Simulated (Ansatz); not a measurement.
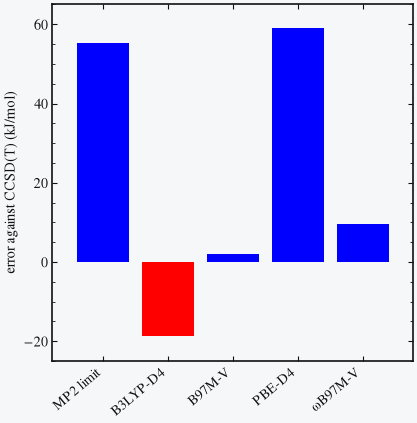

Error in the electronic atomisation energy (method less reference, so positive means overbinding) of C₂H₇ClOSi, SMILES O[C@@H](Cl)C[SiH3]: functionals in def2-TZVPP against frozen-core CCSD(T) at the limit (MP2 extrapolated from triple and quadruple zeta, plus CCSD(T) less MP2 in a smaller set), which gives 4203.8 kJ/mol, at a PBE0-D4/def2-TZVP geometry (a minimum by its frequencies), no zero-point or spin-orbit term, the Ansatz code 0.2.0. The reference leaves out core correlation, a term that grows with the number of heavy atoms. Limit means the basis limit.

Which of these levels overbind, and which underbind?

Answer. Overbind: MP2 limit and PBE-D4. Underbind: none clearly. Within 25 kJ/mol of zero, too close to call in view of what the reference leaves out: B3LYP-D4, B97M-V and ωB97M-V.

What range do the values span?

Answer. From −18.8 kJ/mol (B3LYP-D4) to 58.9 kJ/mol (PBE-D4).

Caveats, for all or some of the runs: one conformer of a flexible molecule.
